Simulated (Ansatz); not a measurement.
# Is Pt(111) film of 3 layers a stable metal?, part 2 of 3

Question: is the lattice of Pt(111) film of 3 layers stable, and if so, what are its coupling constant and resistivity?

Ansatz 0.2.0; DFT PBE, scalar-relativistic, plane waves, PAW.

So far: The starting structure; Relaxation.

## 3. Tight relaxation

No force is left; the cell is relaxed once more with another smearing and tight thresholds.

input.yaml

```yaml
crystal:
  lattice:
    - [2.7037880253, 0.0, 0.0]
    - [-1.3518940126, 2.3415491163, 0.0]
    - [0.0, 0.0, 32.8528545601]
  atoms:
    - { symbol: Pt, position: [0.0, 0.0, 0.1627928721] }
    - { symbol: Pt, position: [0.3333333333, 0.6666666667, 0.2363026015] }
    - { symbol: Pt, position: [0.6666666667, 0.3333333333, 0.309812331] }
  periodic: [true, true, false]
kpoints:
  mp_grid: { grid: [12, 12, 1] }
hamiltonian:
  xc: pbe
scf:
  occupations: { method: methfessel_paxton, width: 0.2 }
output:
  forces: true
  stress: true
  eigenvalues: true
  write_density: true
  write_potential: true
  elf: true
  volumetric_format: npy
relax:
  adjacent_minimum: "off"
  f_tol: 0.001
  max_steps: 60
  cell: { stress_2d_tol: 0.002 }
```

Launch:

```bash
> ansatz run input.yaml --threads 4 --pin off --max-ram 16384MiB --backend cpu --events-out ev --progress --plain --runs-dir out
```

Numbers of over 12 decimals in the logs are rounded to 6 here.

What it wrote:

```text
[the first part of the log is left out]
  E_vxc        = -906.157366  (∫ρ·V_xc dr)
  E_paw        = -28362.280410  (= ΣΔE_a)
  E_vpaw       = -866.254314  (= ΣTr[D̂ρ^β])
  E_aug_tail   = 0.000573  (compensation charges beyond the density's cutoff)
  E_ewald      = 115513.218257
  E_smearing   = 0.005164  (= −TS)
  E_closure    = 0.000000  (closes the sum)
  Σ components = -37567.927485   (vs F -37567.927485, Δ=0.00e0)
--- Forces (eV/Å), atoms counted from 1 ---
  atom   1  Pt     0.00000000     0.00000000    -0.00013946
  atom   2  Pt    -0.00000000     0.00000000     0.00000000
  atom   3  Pt    -0.00000000    -0.00000000     0.00013946
  max |Σ_I F_I| component: 9.25e-18 eV/Å
--- 2D stress c σ (N/m, compression-positive) ---
       -0.000448      -0.000000      -0.000000
        0.000000      -0.000448      -0.000000
       -0.000000      -0.000000      -0.000000
  P = ½ c Tr σ = -0.0004 N/m
--- Band table (eV; the first three rows and the last of 19) ---
[...]
--- Relaxed structure (4 steps of the walk, 3 accepted, 1 SCFs on fresh bases) ---
[...]
cell:  # Å, volume = 207.9403 Å³
    - [2.703445, -2.8863898072351306e-11, 0]
    - [-1.351722, 2.341252, 0]
    - [0, 0, 32.8528545601]
  atoms:
    - { symbol: Pt, position: [0, 0, 0.162796] }
    - { symbol: Pt, position: [0.333333, 0.666667, 0.236303] }
    - { symbol: Pt, position: [0.666667, 0.333333, 0.309810] }
```

It took 14 s on 4 threads of Arm Neoverse V1, shared host; peak memory 0.57 GiB.

Little changed from the start: no atom moved by 0.005 Å and no cell edge by 0.1 %.

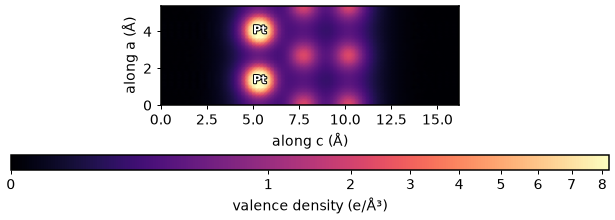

Valence density in the ca plane at fractional y = 0.000, with atoms of Pt within 0.2 Å of it. It is the smooth field of the valence electrons, not physical close to the nuclei. The map starts off the cell's origin, so that atoms lie inside it. The colour scale is stretched toward low values. The far vacuum is left out of the map.

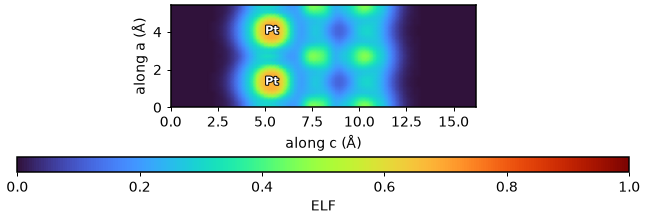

ELF in the ca plane at fractional y = 0.000, with atoms of Pt within 0.2 Å of it. It is the smooth field of the valence electrons, not physical close to the nuclei. The map starts off the cell's origin, so that atoms lie inside it. The far vacuum is left out of the map.

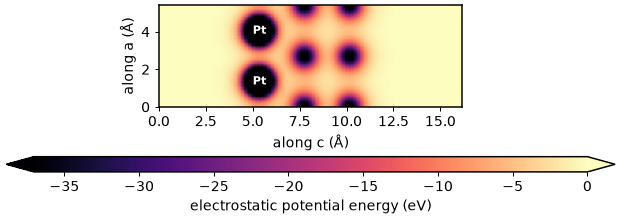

Electrostatic potential energy in the ca plane at fractional y = 0.000, with atoms of Pt within 0.2 Å of it. With pseudopotentials it is smooth inside the atoms' cores, unlike the true potential. The map starts off the cell's origin, so that atoms lie inside it. The far vacuum is left out of the map.

## 4. Lattice stability: q 2×2×1, k 6×6×1

Before any scattering is computed, the phonons show whether the structure is a minimum.

input.yaml

```yaml
crystal:
  lattice:
    - [2.7034446818, 0.0, 0.0]
    - [-1.3517223409, 2.3412517722, 0.0]
    - [0.0, 0.0, 32.8528545601]
  atoms:
    - { symbol: Pt, position: [0.0, 0.0, 0.1627956174] }
    - { symbol: Pt, position: [0.3333333333, 0.6666666667, 0.2363026015] }
    - { symbol: Pt, position: [0.6666666667, 0.3333333333, 0.3098095857] }
  periodic: [true, true, false]
kpoints:
  mp_grid: { grid: [6, 6, 1] }
hamiltonian:
  xc: pbe
scf:
  occupations: { method: methfessel_paxton, width: 0.2 }
output:
  eigenvalues: true
phonons:
  method: dfpt
  qmesh: [2, 2, 1]
  temperatures: { t_max: 1000, t_step: 50 }
  qpath:
    path:
      - [0.0, 0.0, 0.0]
      - [0.5, 0.0, 0.0]
      - [0.33333333, 0.33333333, 0.0]
      - [0.0, 0.0, 0.0]
    npoints: 10
```

What it wrote:

```text
Warning: crystal.symmetry: narrowed to the stabiliser of the run's FFT grids — unitary ops 12 → 6. A phonons.method: dfpt run fills in the rows of the dynamical matrix that it does not solve by its symmetry operations, which is exact only for operations that map its FFT grids onto themselves: filled in by any other, the frequencies could depend on the order in which like atoms are typed, or, by more than the grids' own error, on where the crystal sits among the grids' points. Excluded: 6 operations. The run can therefore solve more perturbations, solve them on more k-points, or both, and cost more. [rest of the remark cut]
[...]
Crystal: 3 atoms, lattice volume = 207.940 Å³
Basis set: ecut = 420 eV, 4135 PW (Γ), exchange–correlation on 40×40×450 points (8 copies of the dense FFT grid, shifted against one another)
Bands: 33, of which v1, the nominal top of the filled ones, is band 27 counted from 1 (26 counted from 0)
Symmetry: 12 space group operations
k-points: 7 of 36 (irreducible under 6 space group operations, time reversal used)
[...]
SCF iter   1: F=—  HF=-37567.945674 eV  |F-HF|=—  |Δ(HF+E_count)|=         —  Δρ=9.73e-3  dr2=1.44e-1  ethr=1.77e-3  ⟨swp⟩=12.3  Hψ=1639  notcnv=0
[...]
SCF iter  16: F=-37567.932583 eV  HF=-37567.932583 eV  |F-HF|=3.06e-10  |Δ(HF+E_count)|=  7.28e-11  S|Δr|=    0.00e0  Δρ=2.24e-8  dr2=9.61e-13  ethr=1.00e-12  ⟨swp⟩=17.6  Hψ=2026  notcnv=0
SCF 1 converged in 16 iterations: F = -37567.932583 eV  dr2 = 9.61e-13
[...]
phonons: the bands overlap, so this run is a metal and interpolates without the dipole-dipole term. If the crystal is really an insulator or semiconductor, its LO-TO splitting is missing
NSCF: frozen V_eff on 7 k-points
WARN: eigensolver did not converge (k=2): 1 band(s) unlocked after 2 eigensolves, warm-restarted (20 sweeps on the last) at ethr=2.64e-12 eV (storage-precision floor; scheduled 1.00e-12 eV) (lowest unlocked band 32, counted from 0; max residual 5.23e-5 eV among the unlocked bands, 5.23e-5 eV over every band; other slots of this pass that fall short are told together in one closing line; warning suppressed until the next SCF loop or pass starts)
WARN: eigensolver did not converge in 3 slots of this pass, the one above among them; of largest residual over every band (k=2): 1 band(s) unlocked (lowest unlocked band 32, counted from 0; max residual 5.23e-5 eV among the unlocked bands, 5.23e-5 eV over every band); of lowest unlocked band (k=2): band 32
[...]
DFPT response loops at q = (0, 0, 0) (fractional): preconditioner auto → none (partly filled bands, converged f_vac=0.734); β = 0.50; Broyden in place of MSR1
[...]
SCF converged after 16 iterations
Stability not checked: this state was not tested for a lower state beside it, because cold or Methfessel-Paxton smearing, or corrected tetrahedra, fill the levels in a way that the test cannot read (fill_not_monotonic; see scf.lower_state_search)
Free energy (F): -37567.932583 eV
[...]
Internal energy: -37567.922095 eV  (E = F + TS)
E sigma→0 (E₀):  -37567.929961 eV
Entropy (-TS):   -0.010489 eV (-3.496 meV/atom)
Fermi energy:    -5.944540 eV
[...]
--- Band table (eV; the first three rows and the last of 7) ---
  k-point 0: bands = [... 23 lower, -6.9509, -6.9509, -6.7167, -6.2534, -6.2534, -5.8183, -5.8183, -5.3186, ... 2 higher]
  k-point 1: bands = [... 23 lower, -7.9525, -7.6904, -7.2221, -6.8170, -6.3827, -5.8439, -5.0007, -2.7174, ... 2 higher]
  k-point 2: bands = [... 23 lower, -6.9853, -6.3565, -6.2256, -6.1217, -6.0695, -5.8382, -3.6003, 0.2330, ... 2 higher]
  k-point 6: bands = [... 23 lower, -7.7793, -6.2997, -6.2997, -6.1640, -0.1649, 0.0759, 0.0759, 2.0184, ... 2 higher]
--- Phonons (Γ-DFPT): 6 representative perturbations + reference (Σ response iterations 31) ---
  ASR residual: 1.112e-4 → 0.000e0 eV/Å²; symmetrization residual: 4.807e-5 eV/Å²
  The last average, over the group as it would stand without the narrowing to the FFT grids, took up to 1.474e-5 eV/Å² of the zone centre's force constants
  ASR residual per site (eV/Å²): 9.94e-6 1.11e-4 1.96e-5
  Γ frequencies (cm⁻¹): 0.00 0.00 0.00 13.70 13.70 58.38 58.38 80.82 134.16
--- Phonons (arbitrary-q DFPT): 2 irreducible q on the 2×2×1 mesh ---
  q = [0.0000, 0.0000, 0.0000] (star 1, of the zone-centre solve; hermiticity 1.12e-5, symmetrization 1.37e-12, taken by the last average 1.71e-6): -0.00 -0.00 -0.00 13.70 13.70 58.38 58.38 80.82 134.16
  q = [0.0000, -0.5000, 0.0000] (star 3, 9 solved perturbations on 13 of 36 k-point pairs; hermiticity 2.78e-6, symmetrization 1.47e-6, taken by the last average 5.03e-7): 58.64 71.38 93.33 120.65 120.70 135.76 138.66 149.63 208.42
  sum rule: each row above includes the acoustic sum rule's correction from the zone centre's row sums; it moved no ω² by more than (0.39 cm⁻¹)²
  mesh force constants: q→R imaginary residual 1.09e-17; ASR residual 1.112e-4 → 0.000e0 eV/Å²; symmetrization residual 1.066e-14 eV/Å²
  interpolated dispersion: 31 rows × 9 modes
  density of states and harmonic sums: on the 26×26×1 q-mesh, interpolated from the force constants of a 2×2×1 supercell (no non-analytic term)
  largest difference from the sums on the solved wave vectors: F 9.79e-2 eV, S 1.58e-4 and C_V 5.97e-5 eV/K
  zero-point energy: 0.059888 eV/cell   skipped modes (ω ≤ 0): 8, of them read as no rigid motion or as one in doubt: 5 (5.325e-2 modes/cell left out, lowest -15.91 cm⁻¹)   left out of the sums: 6.41e-3 of the cell's modes: C_V's classical limit lies that fraction below 3 k_B per atom; for a crystal, a wire or a layer, F and S can be off by more, and a phonons.interpolated_qmesh denser along its periods is the remedy for the sampling
```

Run time: 58 s. Hardware: 4 threads; peak memory 0.84 GiB; 3.5 min of CPU time.

This step gave:

```
zero point energy                                                              : 0.05989 eV/cell
share of imaginary modes in the plain interpolation between solved wavevectors : 0.0076
highest frequency, solved or plainly interpolated                              : 208.4 cm⁻¹
```

Solved on the 2×2×1 mesh alone; all other wavevectors are interpolated. Phonon branches along the path, in cm⁻¹:

| point | branch 1 | branch 2 | branch 3 | branch 4 | branch 5 | branch 6 | branch 7 | branch 8 | branch 9 |
| --- | --- | --- | --- | --- | --- | --- | --- | --- | --- |
| Γ | 0 | 0 | 0 | 14 | 14 | 58 | 58 | 81 | 134 |
| M | 59 | 71 | 93 | 121 | 121 | 136 | 139 | 150 | 208 |
| K | 68 | 68 | 97 | 131 | 131 | 137 | 150 | 187 | 187 |
| Γ | 0 | 0 | 0 | 14 | 14 | 58 | 58 | 81 | 134 |

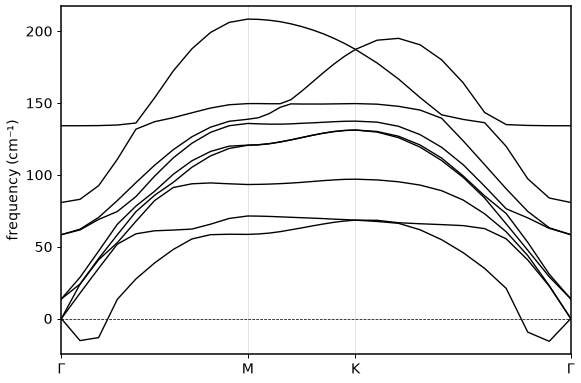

Phonon branches along the path.

The modes, Pt has structure finer than the step of the table below, so its rows give means over 10 cm⁻¹, whole bins alone (the curve runs from -25.3 to 224 cm⁻¹). Peaks (cm⁻¹: height): 64.2: 0.136, 94.0: 0.115, 122.2: 0.105, 134.8: 0.126, 147.3: 0.0918, 196.0: 0.0327.

Phonopy on the run's constants, 21x21x1 mesh, Gaussian sigma 2.0 cm⁻¹. The modes, Pt by wavenumber; means over each step:

| wavenumber (cm⁻¹) | modes, Pt (1/cm⁻¹/cell) |
| --- | --- |
| -20 | 0.00188 |
| -10 | 0.00318 |
| 0 | 0.00244 |
| 10 | 0.00202 |
| 20 | 0.00823 |
| 30 | 0.0120 |
| 40 | 0.0180 |
| 50 | 0.0281 |
| 60 | 0.0992 |
| 70 | 0.0848 |
| 80 | 0.0351 |
| 90 | 0.0788 |
| 100 | 0.0575 |
| 110 | 0.0506 |
| 120 | 0.0880 |
| 130 | 0.0906 |
| 140 | 0.0837 |
| 150 | 0.0612 |
| 160 | 0.0140 |
| 170 | 0.0130 |
| 180 | 0.0127 |
| 190 | 0.0193 |
| 200 | 0.0276 |
| 210 | 0.00804 |

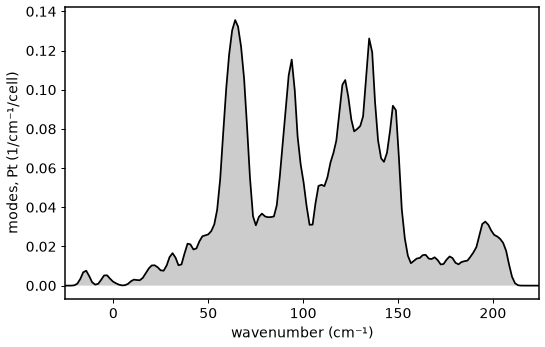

Modes, Pt against wavenumber.

No LO-TO term; unit eigenvectors of the mass-weighted matrix. Modes at Γ:

| mode | frequency (cm⁻¹) | symmetry |
| --- | --- | --- |
| 1 | 0.0 | unnamed |
| 2 | 0.0 | unnamed |
| 3 | 0.0 | unnamed |
| 4 | 13.7 | Eg |
| 5 | 13.7 | Eg |
| 6 | 58.4 | Eu |
| 7 | 58.4 | Eu |
| 8 | 80.8 | A1g |
| 9 | 134.2 | A2u |

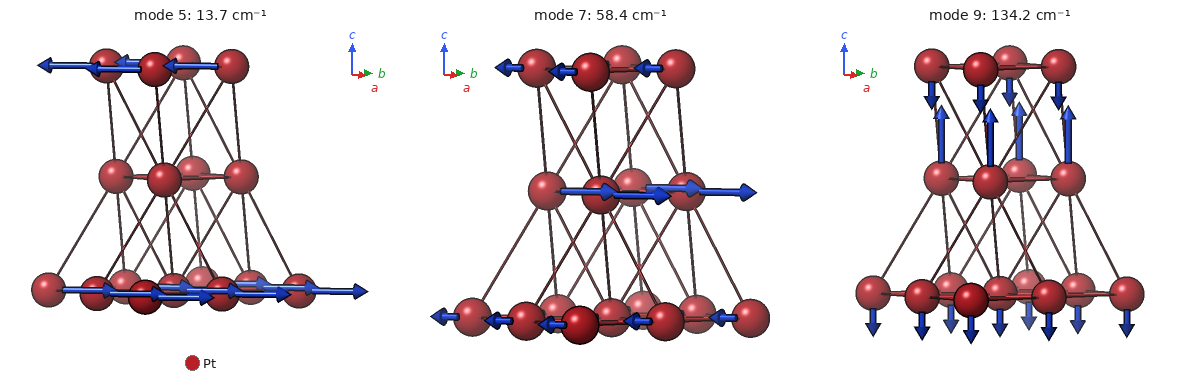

Displacement patterns of modes 5, 7 and 9 at Γ; arrows are exaggerated. 2×2×1 cells are drawn. Some periodic images of atoms are drawn too.

Among the solved wavevectors the lowest mode, translations apart, is 13.7 cm⁻¹, so these are real on this k mesh.

## 5. Coupling and resistivity: q 2×2×1, k 6×6×1, scattering 12×12×1

A first run on coarse meshes.

input.yaml, as its differences from that of step 4:

```diff
@@ -29 +29,5 @@
     npoints: 10
+  electrical_resistivity:
+    mesh: [12, 12, 1]
+    temperatures: [20.0, 50.0, 77.0, 100.0, 150.0, 200.0, 300.0, 400.0, 600.0, 800.0]
+  electron_occupations: "off"
```

What it wrote:

```text
[the first part of the log is left out]
  E_local      = -250215.498914  (includes V_loc(G=0)·N_el)
  E_nonlocal   = 599.807692
  E_hartree    = 123769.866193
  E_xc         = -783.694829
  E_vxc        = -906.149119  (∫ρ·V_xc dr)
  E_paw        = -28362.189333  (= ΣΔE_a)
  E_vpaw       = -866.200551  (= ΣTr[D̂ρ^β])
  E_aug_tail   = 0.000572  (compensation charges beyond the density's cutoff)
  E_ewald      = 115513.218268
  E_smearing   = -0.010489  (= −TS)
  E_closure    = -0.000000  (closes the sum)
  Σ components = -37567.932583   (vs F -37567.932583, Δ=0.00e0)
--- Band table (eV; the first three rows and the last of 7) ---
  k-point 0: bands = ["-104.2148", "-103.8129", "-103.8128", "-58.4365", "-58.2211", "-58.2211", "-57.8949", "-57.8949", "-57.8943", "-57.8943", "-57.8270", "-57.8026", "-15.0078", "-13.5101", "-13.0360", "-9.9672", "-9.2555", "-9.2555", "-9.2533", "-8.8916", "-8.8916", "-8.8228", "-8.8228", "-6.9509", "-6.9509", "-6.7167", "-6.2534", "-6.2534", "-5.8183", "-5.8183", "-5.3186", "-0.3690", "-0.1025"]
  k-point 1: bands = ["-104.2067", "-103.8048", "-103.8047", "-58.4182", "-58.3430", "-58.2507", "-58.0146", "-58.0126", "-57.9242", "-57.9234", "-57.8099", "-57.7924", "-14.0092", "-12.5200", "-12.0824", "-10.0162", "-9.8052", "-9.6292", "-9.2520", "-9.0115", "-8.4756", "-8.2163", "-8.0268", "-7.9525", "-7.6904", "-7.2221", "-6.8170", "-6.3827", "-5.8439", "-5.0007", "-2.7174", "0.2490", "0.7074"]
  k-point 2: bands = ["-104.1906", "-103.7887", "-103.7887", "-58.5806", "-58.3925", "-58.3095", "-58.2505", "-58.2321", "-57.9824", "-57.9812", "-57.7784", "-57.7714", "-12.4765", "-11.9011", "-11.5527", "-11.0651", "-10.0349", "-9.4730", "-8.8016", "-8.0968", "-8.0908", "-7.6406", "-7.0257", "-6.9853", "-6.3565", "-6.2256", "-6.1217", "-6.0695", "-5.8382", "-3.6003", "0.2330", "2.0774", "3.0130"]
  k-point 6: bands = ["-104.1786", "-103.7766", "-103.7766", "-58.5568", "-58.5568", "-58.3694", "-58.2274", "-58.2254", "-58.2254", "-58.2014", "-57.7551", "-57.7551", "-10.6438", "-10.6438", "-10.6412", "-10.0724", "-10.0724", "-9.3092", "-8.8792", "-8.8792", "-8.8211", "-8.7756", "-7.7793", "-7.7793", "-6.2997", "-6.2997", "-6.1640", "-0.1649", "0.0759", "0.0759", "2.0184", "2.1100", "2.1100"]
--- Phonons (Γ-DFPT): 6 representative perturbations + reference (Σ response iterations 36) ---
  ASR residual: 5.036e-5 → 0.000e0 eV/Å²; symmetrization residual: 3.003e-7 eV/Å²
  The last average, over the group as it would stand without the narrowing to the FFT grids, took up to 5.502e-8 eV/Å² of the zone centre's force constants
  ASR residual per site (eV/Å²): 2.99e-5 5.04e-5 2.98e-5
  Γ frequencies (cm⁻¹): 0.00 0.00 0.00 13.70 13.70 58.38 58.38 80.83 134.16
--- Phonons (arbitrary-q DFPT): 2 irreducible q on the 2×2×1 mesh ---
  q = [0.0000, 0.0000, 0.0000] (star 1, of the zone-centre solve; hermiticity 6.98e-8, symmetrization 1.37e-12, taken by the last average 6.39e-9): -0.00 0.00 0.00 13.70 13.70 58.38 58.38 80.83 134.16
  q = [0.0000, -0.5000, 0.0000] (star 3, 9 solved perturbations on 13 of 36 k-point pairs; hermiticity 4.57e-6, symmetrization 3.73e-6, taken by the last average 2.37e-8): 58.64 71.38 93.33 120.65 120.70 135.76 138.66 149.63 208.42
  sum rule: each row above includes the acoustic sum rule's correction from the zone centre's row sums; it moved no ω² by more than (0.26 cm⁻¹)²
  mesh force constants: q→R imaginary residual 1.09e-17; ASR residual 5.036e-5 → 0.000e0 eV/Å²; symmetrization residual 1.066e-14 eV/Å²
  interpolated dispersion: 31 rows × 9 modes
  density of states and harmonic sums: on the 26×26×1 q-mesh, interpolated from the force constants of a 2×2×1 supercell (no non-analytic term)
  largest difference from the sums on the solved wave vectors: F 9.79e-2 eV, S 1.58e-4 and C_V 5.97e-5 eV/K
  zero-point energy: 0.059888 eV/cell   skipped modes (ω ≤ 0): 8, of them read as no rigid motion or as one in doubt: 5 (5.325e-2 modes/cell left out, lowest -15.91 cm⁻¹)   left out of the sums: 6.41e-3 of the cell's modes: C_V's classical limit lies that fraction below 3 k_B per atom; for a crystal, a wire or a layer, F and S can be off by more, and a phonons.interpolated_qmesh denser along its periods is the remedy for the sampling
Error: electrical resistivity: the mode of lowest frequency at the wavevector [0.0000, 0.0833, 0.0000] is imaginary, -15.20 cm⁻¹ (written negative): every mode at the wavevectors of the force constants' own supercell is real, and this one is interpolated between them; take force constants of more repeats (phonons.supercell, under dfpt phonons.qmesh), or, with a block electrical_resistivity or superconductivity, name a file of force constants under which the crystal is stable (phonons.electron_phonon_force_constants)
The harmonic force constants that this run solved are whole in <dir>
```

Elapsed: 55 s, on 4 threads; peak memory 0.85 GiB.

The run ended with an error.

The program's message: “electrical resistivity: the mode of lowest frequency at the wavevector [0.0000, 0.0833, 0.0000] is imaginary, -15.20 cm⁻¹ (written negative): every mode at the wavevectors of the force constants' own …”

The run stops because a mode is imaginary on the scattering mesh, where no scattering rate is defined; denser k meshes, other smearings and, between solved wavevectors, finer q meshes show whether the instability is real.

(Continued in part 3 of 3.)

[Logs are printed without paths, hosts, clocks, repeated set-up lines and the standing remarks that a program may print on its own settings, such as how far it seeks lower states.]

[Hosts, paths, dates, database ids (printed as entryN), source tags and the programs' standing remarks are cut or masked in the printed files.]
